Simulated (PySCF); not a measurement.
# H$_{4}$NP (SMILES [NH][PH3+]) (charge +1, doublet): what the fields show

Input

```
{"job": {"kind": "sp", "xc": "wB97X", "basis": "ma-def2-TZVP", "d3": "d3bj", "grid": 2}, "charge": 1, "multiplicity": 2}
N      1.169718     0.446715    -0.337038
P     -0.398198    -0.060485    -0.011963
H      1.907090     0.129368     0.308886
H     -0.844884    -0.732024    -1.172417
H     -1.172130     1.113494     0.131401
H     -0.631774    -0.892603     1.109153
```

Launched as:

```sh
OMP_NUM_THREADS=1 python redox_run.py task.json out
```

Geometry: PBE0-D3(BJ)/def2-SVPD.

Level of theory: DFT single point, gas phase, functional wB97X in PySCF.

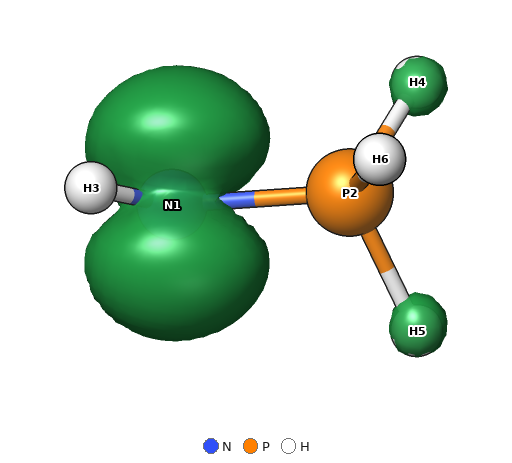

Figure 1. Isosurfaces of the spin density (α minus β) at +0.05 (green) and −0.05 e/Å³ (red), seen from one side.

Which atoms carry the spin?

The unpaired spin (1 electron) lies mostly on N1 (about 0.8) and P2 (about 0.1), in electrons by Hirshfeld's partition.

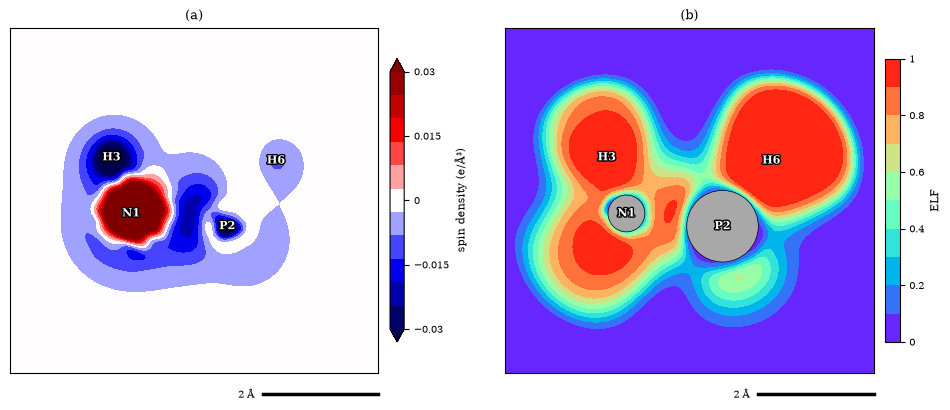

Figure 2. (a) spin density (α minus β); (b) ELF on the plane of atoms P2, N1 and H3. Grey discs cover the atomic cores in the ELF map.

Describe what can be read from this map.

- The plane passes through N, P and H nuclei.
- P–N (1.68 Å): the ELF peaks at about 0.90 between the atoms, as expected for a polar covalent bond.
- N–H (1.03 Å): the ELF climbs to about 1 towards the hydrogen, as it does in any bond to H: an ordinary covalent bond to hydrogen.
- P–H (1.42 Å): the ELF climbs to about 1 towards the hydrogen (a covalent bond by its length).
- The ELF also peaks beside N1, away from the bonds: non-bonding electrons, paired or unpaired.
